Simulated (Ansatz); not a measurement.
# AlH2OF (SMILES [OH][AlH][F]): levels of theory compared

Wanted: a comparison of 6 runs (HF/STO-3G, B2PLYP/STO-3G, BHLYP/STO-3G, UB3LYP/STO-3G, wB97X/STO-3G, UCCSD(T)/STO-3G) of AlH2OF. 

The results are computed with Ansatz 0.2.0.

69 further runs of the same task are left out: 5 that didn't finish, 64 set aside as unsound or not needed.

## Step 1: The molecule

AlH2OF has 5 atoms, charge 0, and is taken as a singlet. SMILES: `[OH][AlH][F]`. The Al2–O1 distance was set to 4.087 Å, away from the relaxed value. At this shape a bond of the SMILES string is far longer than usual.

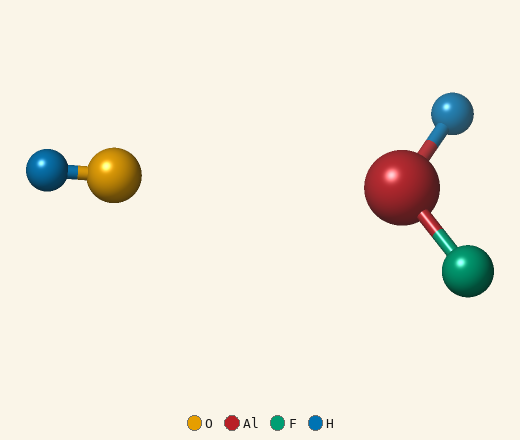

Viewed from a chosen angle; oxygen amber, aluminium red, fluorine teal, hydrogen blue.

## Step 2: A single-point energy at HF/STO-3G (run 1)

in.yaml

```yaml
crystal:
  periodic: [false, false, false]
  atoms:
    - {symbol: O, position_ang: [-3.263756, 1.023190, -1.034325]}
    - {symbol: Al, position_ang: [0.472970, -0.139110, 0.144100]}
    - {symbol: F, position_ang: [0.778780, -1.566900, 0.912060]}
    - {symbol: H, position_ang: [-4.113176, 1.326050, -1.321385]}
    - {symbol: H, position_ang: [1.641100, 0.751530, -0.114560]}
basis:
  gaussian:
    orbitals: STO-3G
hamiltonian:
  xc: hf
accuracy: high
```

On the command line:

```bash
ansatz run in.yaml --threads 1 --pin off --max-ram 2610MiB --events-out events.jsonl --progress --plain --runs-dir runs
```

What it wrote:

```text
Warning: RAYON_NUM_THREADS=1 ignored (pool sized by the plan → 1); use --threads N
Functional definition: HF
  name "HF"
  exchange = exact_x
  correlation = 0
336 factors; integrals over basis functions are off by at most 3.2e-8 eV
mean field evaluation 1: about -11195.9191 eV, gradient 3.4e1 eV
mean field evaluation 2: about -11195.9411 eV, gradient 3.4e1 eV
mean field evaluation 4: about -11199.2111 eV, gradient 2.3e1 eV
mean field evaluation 8: about -11193.5460 eV, gradient 3.6e1 eV
mean field evaluation 16: about -11203.4073 eV, gradient 6.0e-3 eV
mean field evaluation 32: about -11203.2874 eV, gradient 4.6e0 eV
mean field evaluation 64: about -11199.9714 eV, gradient 2.3e1 eV
mean field evaluation 96: about -11202.6953 eV, gradient 1.1e1 eV
mean field -11203.42143623 eV, -411.7181438295 hartree, gradient 2.7e-8 eV, S^2 0.000000; 1 other end points of the search recorded, 0 dependent functions left out
reference -11203.42143623 eV, -411.7181438295 hartree; 16, 16 occupied and 5, 5 virtual orbitals, 336 factors
Total energy: -11203.42143623 eV, -411.7181438295 hartree
```

Wall time 0.18 s (1 thread of Arm Neoverse V2, shared host).

## Step 3: A single-point energy at B2PLYP/STO-3G (run 2)

job.yaml

```yaml
crystal:
  periodic: [false, false, false]
  atoms:
    - {symbol: O, position_ang: [-3.263756, 1.023190, -1.034325]}
    - {symbol: Al, position_ang: [0.472970, -0.139110, 0.144100]}
    - {symbol: F, position_ang: [0.778780, -1.566900, 0.912060]}
    - {symbol: H, position_ang: [-4.113176, 1.326050, -1.321385]}
    - {symbol: H, position_ang: [1.641100, 0.751530, -0.114560]}
basis:
  gaussian: {orbitals: STO-3G}
hamiltonian: {xc: {name: B2PLYP}}
correlation: {frozen_orbitals: {Al: 5, F: 1, H: 0, O: 1}}
accuracy: high
```

On the command line:

```bash
ansatz run job.yaml --threads 1 --pin off --max-ram 2610MiB --events-out events.jsonl --progress --plain --runs-dir runs
```

What it wrote, cut to the lines that bear on the results:

```text
Warning: RAYON_NUM_THREADS=1 ignored (pool sized by the plan → 1); use --threads N
Functional definition: B2PLYP
  name "B2PLYP"
[...]
336 factors; integrals over basis functions are off by at most 3.2e-8 eV
[...]
mean field -11227.72059799 eV, -412.6111215537 hartree, gradient 1.5e-8 eV, S^2 0.000000; 2 other end points of the search recorded, 0 dependent functions left out; unrestricted orbitals would lower it
7 core orbitals not correlated: weight in the atoms' cores, before any rotation towards them, 1.000 or more for the frozen orbitals, at most 0.000 for the correlated occupied ones
reference -11227.72061789 eV, -412.6111222851 hartree; 9, 9 occupied and 5, 5 virtual orbitals, 336 factors
second order -13.79402143 eV of doubles, -0.00000000 eV of singles
Total energy: -11231.44500368 eV, -412.7479909382 hartree
```

Run time: 3.3 s. Hardware: 1 thread of Arm Neoverse V2, shared host; peak memory 0.1 GiB.

Runs 3 to 5 aren't shown in full; the table further down has their settings and results.

## Step 4: A single-point energy at UCCSD(T)/STO-3G (run 6)

job.yaml

```yaml
crystal:
  periodic: [false, false, false]
  atoms:
    - symbol: O
      position_ang: [-3.263756, 1.023190, -1.034325]
    - symbol: Al
      position_ang: [0.472970, -0.139110, 0.144100]
    - symbol: F
      position_ang: [0.778780, -1.566900, 0.912060]
    - symbol: H
      position_ang: [-4.113176, 1.326050, -1.321385]
    - symbol: H
      position_ang: [1.641100, 0.751530, -0.114560]
basis:
  gaussian: {orbitals: STO-3G}
magnetization: {spin_polarized: true}
correlation: {method: ccsd_t, frozen_orbitals: {Al: 5, F: 1, H: 0, O: 1}}
accuracy: high
scf: {omitted_lower_state_checks: [cluster_reference, increment]}
```

On the command line:

```bash
ansatz run job.yaml --threads 1 --pin off --max-ram 2610MiB --events-out events.jsonl --progress --plain --runs-dir runs
```

What it wrote:

```text
Warning: RAYON_NUM_THREADS=1 ignored (pool sized by the plan → 1); use --threads N
[... 16 lines left out ...]
7 core orbitals not correlated: weight in the atoms' cores, before any rotation towards them, 1.000 or more for the frozen orbitals, at most 0.000 for the correlated occupied ones
[... 58 lines left out ...]
Total energy: -11211.83484531 eV, -412.0273309104 hartree
Checks for a lower state left out: cluster_reference, increment
```

Wall time 0.58 s (1 thread of Arm Neoverse V2, shared host).

## Step 5: All runs side by side

| run | level | frozen core orbitals | energy (Eh) | wall time |
| --- | --- | --- | --- | --- |
| 1 | HF/STO-3G | – | -411.718144 | 0.18 s |
| 2 | B2PLYP/STO-3G | 7 | -412.747991 | 3.3 s |
| 3 | BHLYP/STO-3G | – | -412.935166 | 2 s |
| 4 | UB3LYP/STO-3G | – | -413.094717 | 8.4 s |
| 5 | wB97X/STO-3G | – | -412.951444 | 41 s |
| 6 | UCCSD(T)/STO-3G | 7 | -412.027331 | 0.58 s |

## Step 6: Outcome

```
                                          quantity          value
                               run 6: total energy  -412.02733 Eh
run 6: correlation energy (7 core orbitals frozen)      -74.6 mEh
                             run 6: (T) correction      -3.82 mEh
          run 6: ⟨S²⟩ of the reference determinant          1.009
                              run 6: T1 diagnostic          0.016
```

What this shows: Totals of different functionals can't be ranked against each other. In run 2 the log says that unrestricted orbitals would lower the reference, so the values rest on an unstable closed-shell determinant (other closed-shell runs at this shape may share the fault). In runs 1, 2, 3, 4, 5, 6 the basis is minimal, so the values are rough. Spin contamination of the reference: run 6 ⟨S²⟩ = 1.01, run 4 ⟨S²⟩ = 1.00. Where it is this large, the reference is a mixture of spin states, and values that rest on it are in doubt. All runs together took 56 s, the longest 41 s.
